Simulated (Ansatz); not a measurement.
# C₂H₅NSn: how energies converge with the basis set

How large a basis does C₂H₅NSn need? Two functionals are run in growing sets.

Computed with Ansatz 0.2.0, Gaussian basis. Level: one geometry, several basis sets.

Levels to be run: PBE0-D4/def2-SVP; ωB97M-V/def2-SVP; PBE0-D4/def2-QZVPP; ωB97M-V/def2-QZVPP; the functionals' def2-TZVPP values are taken from earlier runs.

### 1 The relaxed structure

The geometry comes from an earlier relaxation with PBE0-D4 in a triple-zeta def2 set; it is a stationary point, not always the lowest conformer. Sn takes the def2 core potential; no spin-orbit term is included.

SMILES `C#C[NH][SnH3]`, 9 atoms, charge 0, spin multiplicity 1.

Atoms are counted from 1 here; the program's logs count them from 0.

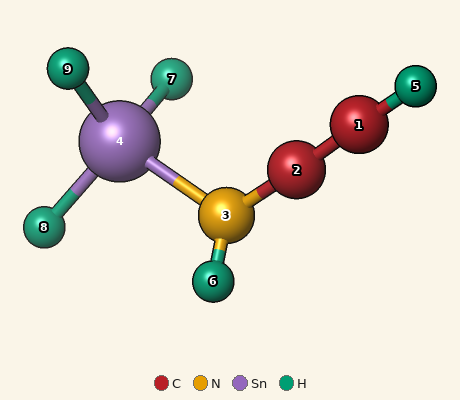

The geometry (carbon red, nitrogen amber, tin purple, hydrogen teal); atoms are numbered from 1 in the order of the file.

### 2 PBE0-D4 in def2-SVP

Input file in.yaml:

```yaml
crystal:
  periodic: [false, false, false]
  atoms:
    - {symbol: C, position_ang: [1.008467, 2.140073, -0.546973]}
    - {symbol: C, position_ang: [0.875187, 0.942002, -0.516167]}
    - {symbol: N, position_ang: [0.650388, -0.370814, -0.478209]}
    - {symbol: Sn, position_ang: [-0.980618, -1.112777, 0.507805]}
    - {symbol: H, position_ang: [1.141603, 3.192839, -0.594660]}
    - {symbol: H, position_ang: [1.471552, -0.949027, -0.571374]}
    - {symbol: H, position_ang: [-2.337413, -0.515015, -0.322236]}
    - {symbol: H, position_ang: [-0.802531, -2.801748, 0.381057]}
    - {symbol: H, position_ang: [-0.938034, -0.571835, 2.123758]}
basis:
  gaussian: {orbitals: def2-SVP}
hamiltonian: {xc: pbe0, dispersion: d4}
output: {orbitals: {seedname: orbitals}}
```

Started as:

```sh
$ ansatz run in.yaml --threads 2 --pin off --events-out ev --progress --plain --max-ram 4352MiB
```

The log of the run:

```text
Functional definition: PBE0
  name "PBE0"
  cite "Adamo & Barone, J. Chem. Phys. 110, 6158 (1999) doi:10.1063/1.478522"
  cite "Perdew, Burke & Ernzerhof, Phys. Rev. Lett. 77, 3865 (1996) doi:10.1103/PhysRevLett.77.3865"
  parent pbe
  parameter a = 0.25
  parameter kappa = 0.804
  parameter beta = 0.06672455060314922
  exchange = (1 - a)*pbe_x(kappa = kappa, mu = beta*pi^2/3) + a*exact_x
  correlation = pbe_c(beta = beta)
1132 factors; their error is unknown
mean field evaluation 1: about -9461.3286 eV, gradient 4.7e1 eV
mean field evaluation 2: about -9458.3143 eV, gradient 5.8e1 eV
mean field evaluation 4: about -9466.8151 eV, gradient 4.7e0 eV
mean field evaluation 8: about -9466.9437 eV, gradient 2.0e-1 eV
mean field -9466.94375427 eV, -347.9037660446 hartree, gradient 4.9e-5 eV, S^2 0.000000; 0 other end points of the search recorded, 0 dependent functions left out
reference -9466.94378497 eV, -347.9037671726 hartree; 23, 23 occupied and 70, 70 virtual orbitals, 1132 factors
Total energy: -9467.09619674 eV, -347.9093682018 hartree
```

It took 1.3 s on 2 threads of Arm Neoverse V1, shared host.

### 3 ωB97M-V in def2-SVP

Edit in.yaml of step 2 so:

```diff
@@ -14,3 +14,3 @@
   gaussian: {orbitals: def2-SVP}
-hamiltonian: {xc: pbe0, dispersion: d4}
+hamiltonian: {xc: {name: wB97M-V}}
 output: {orbitals: {seedname: orbitals}}
```

Same command.

The log of the run, cut to the lines that bear on the results:

```text
Functional definition: wB97M-V
  name "wB97M-V"
  cite "Mardirossian & Head-Gordon, J. Chem. Phys. 144, 214110 (2016) doi:10.1063/1.4952647"
  cite "Becke, J. Chem. Phys. 107, 8554 (1997) doi:10.1063/1.475007"
  cite "Vydrov & Van Voorhis, J. Chem. Phys. 133, 244103 (2010) doi:10.1063/1.3521275"
  # Of w^i u^j: cxij and so on, Table III.
[...]
  gx(w, u) = 1 - cx + cx01*u + cx10*w
  gss(w, u) = css00 + css04*u^4 + css10*w + css20*w^2 + css43*w^4*u^3
  gos(w, u) = cos00 + cos10*w + (cos20 + cos21*u)*w^2 + (cos60 + cos61*u)*w^6
[...]
      + integral(e_c_pw_mod_opposite_spin*gos(b97_w_opposite, b97_u_opposite)) + vv10(b, c)
1118 factors; their error is unknown
271 factors; integrals over basis functions are off by at most 1.2e-5 eV
[...]
mean field -9468.12295623 eV, -347.9471009174 hartree, gradient 3.3e-5 eV, S^2 0.000000; 0 other end points of the search recorded, 0 dependent functions left out
reference -9468.12300513 eV, -347.9471027144 hartree; 23, 23 occupied and 70, 70 virtual orbitals, 1118 factors
Total energy: -9468.12300513 eV, -347.9471027144 hartree
```

Run time: 6 s. Hardware: 2 threads of Arm Neoverse V1, shared host; peak memory 0.27 GiB.

### 4 PBE0-D4 in def2-QZVPP

Edit in.yaml of step 3 so:

```diff
@@ -13,4 +13,4 @@
 basis:
-  gaussian: {orbitals: def2-SVP}
-hamiltonian: {xc: {name: wB97M-V}}
+  gaussian: {orbitals: "def2-QZVPP.json"}
+hamiltonian: {xc: pbe0, dispersion: d4}
 output: {orbitals: {seedname: orbitals}}
```

Same command.

The log of the run:

```text
Functional definition: PBE0
  name "PBE0"
  cite "Adamo & Barone, J. Chem. Phys. 110, 6158 (1999) doi:10.1063/1.478522"
  cite "Perdew, Burke & Ernzerhof, Phys. Rev. Lett. 77, 3865 (1996) doi:10.1103/PhysRevLett.77.3865"
  parent pbe
  parameter a = 0.25
  parameter kappa = 0.804
  parameter beta = 0.06672455060314922
  exchange = (1 - a)*pbe_x(kappa = kappa, mu = beta*pi^2/3) + a*exact_x
  correlation = pbe_c(beta = beta)
1292 factors; their error is unknown
mean field evaluation 1: about -9463.5479 eV, gradient 6.1e1 eV
mean field evaluation 2: about -9454.2556 eV, gradient 8.3e1 eV
mean field evaluation 4: about -9471.2980 eV, gradient 1.1e1 eV
mean field evaluation 8: about -9471.5668 eV, gradient 2.3e-1 eV
mean field evaluation 16: about -9471.6351 eV, gradient 1.9e-4 eV
mean field -9471.63511547 eV, -348.0761703887 hartree, gradient 6.7e-5 eV, S^2 0.000000; 0 other end points of the search recorded, 0 dependent functions left out
reference -9471.63515821 eV, -348.0761719594 hartree; 23, 23 occupied and 380, 380 virtual orbitals, 1292 factors
Total energy: -9471.78756998 eV, -348.0817729886 hartree
```

Run time: 9.5 s. Hardware: 2 threads of Arm Neoverse V1, shared host; peak memory 1.1 GiB.

### 5 ωB97M-V in def2-QZVPP

Edit in.yaml of step 4 so:

```diff
@@ -14,3 +14,3 @@
   gaussian: {orbitals: "def2-QZVPP.json"}
-hamiltonian: {xc: pbe0, dispersion: d4}
+hamiltonian: {xc: {name: wB97M-V}}
 output: {orbitals: {seedname: orbitals}}
```

Launched as before.

The log of the run, cut to the lines that bear on the results:

```text
Functional definition: wB97M-V
  name "wB97M-V"
  cite "Mardirossian & Head-Gordon, J. Chem. Phys. 144, 214110 (2016) doi:10.1063/1.4952647"
  cite "Becke, J. Chem. Phys. 107, 8554 (1997) doi:10.1063/1.475007"
  cite "Vydrov & Van Voorhis, J. Chem. Phys. 133, 244103 (2010) doi:10.1063/1.3521275"
  # Of w^i u^j: cxij and so on, Table III.
[...]
  gx(w, u) = 1 - cx + cx01*u + cx10*w
  gss(w, u) = css00 + css04*u^4 + css10*w + css20*w^2 + css43*w^4*u^3
  gos(w, u) = cos00 + cos10*w + (cos20 + cos21*u)*w^2 + (cos60 + cos61*u)*w^6
[...]
      + integral(e_c_pw_mod_opposite_spin*gos(b97_w_opposite, b97_u_opposite)) + vv10(b, c)
1275 factors; their error is unknown
331 factors; integrals over basis functions are off by at most 1.7e-5 eV
[...]
mean field -9473.00389153 eV, -348.1264719811 hartree, gradient 3.2e-5 eV, S^2 0.000000; 0 other end points of the search recorded, 0 dependent functions left out
reference -9473.00396014 eV, -348.1264745025 hartree; 23, 23 occupied and 380, 380 virtual orbitals, 1275 factors
Total energy: -9473.00396014 eV, -348.1264745025 hartree
```

Wall time 24 s (2 threads of Arm Neoverse V1, shared host); peak memory 1.3 GiB.

### 6 Functionals by basis

The def2-TZVPP values come from earlier runs at the same geometry.

| functional | basis | functions | energy (eV) | from the largest (eV) | HOMO (eV) | LUMO (eV) |
| --- | --- | --- | --- | --- | --- | --- |
| PBE0-D4 | def2-SVP | 93 | -9467.0962 | 4.691 | -5.96 | -0.19 |
| PBE0-D4 | def2-TZVPP | 213 | -9471.5190 | 0.269 | -6.11 | -0.54 |
| PBE0-D4 | def2-QZVPP | 403 | -9471.7876 | 0.000 | -6.15 | -0.62 |
| ωB97M-V | def2-SVP | 93 | -9468.1230 | 4.881 | -8.13 | 1.54 |
| ωB97M-V | def2-TZVPP | 213 | -9472.7549 | 0.249 | -8.31 | 0.91 |
| ωB97M-V | def2-QZVPP | 403 | -9473.0040 | 0.000 | -8.34 | 0.65 |

### 7 Outcome

```
                                       quantity          value
PBE0-D4: double and triple zeta above quadruple  4.69, 0.27 eV
ωB97M-V: double and triple zeta above quadruple  4.88, 0.25 eV
```

**Reading.** For PBE0-D4 the step from double to triple zeta gains 4.42 eV and the next only 0.27 eV. These are total energies; as a rule much of such shifts cancels in differences, which this series doesn't test. The LUMO of ωB97M-V is positive and keeps falling with the basis (1.54 to 0.65 eV): an unbound level that the basis holds in place.

For PBE0-D4 the largest set took about 7 times as long as the smallest (9.5 s against 1.3 s).
